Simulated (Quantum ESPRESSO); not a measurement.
One Al site of AlN in P6₃mc, with the coupling taken from a PBE PAW density (pw.x of a modified build of Quantum ESPRESSO, JTH datasets) with the all-electron reconstruction of Petrilli and co-workers (|Q| = 0.1466 barn). The cell was made here from a computed Materials Project entry: N3 and its equivalents moved by 0.04 Å along (0.00, 0.00, 1.00), space group kept. The parent is AlN in P6₃mc. Stability against distortions was not tested. Cores are frozen. Against all-electron runs on small test molecules, this scheme's |Vzz| missed by −7 % on Al.

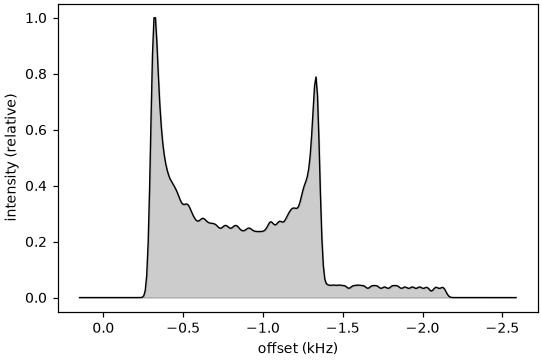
Simulated fast-MAS powder pattern of the ²⁷Al central transition at 14.1 T (Larmor frequency ν0 = 156.6 MHz, I = 5/2), second-order quadrupolar broadening alone, zero at the isotropic chemical shift

**Question.** Estimate |C_Q| and η_Q from the pattern.

**Answer.** 
|C_Q| ≈ 4.7 MHz and η_Q ≈ 0.0. The pattern runs from -2.15 to -0.308 kHz before smoothing, a width that goes as C_Q²/ν0, with its centre of gravity at -0.861 kHz.
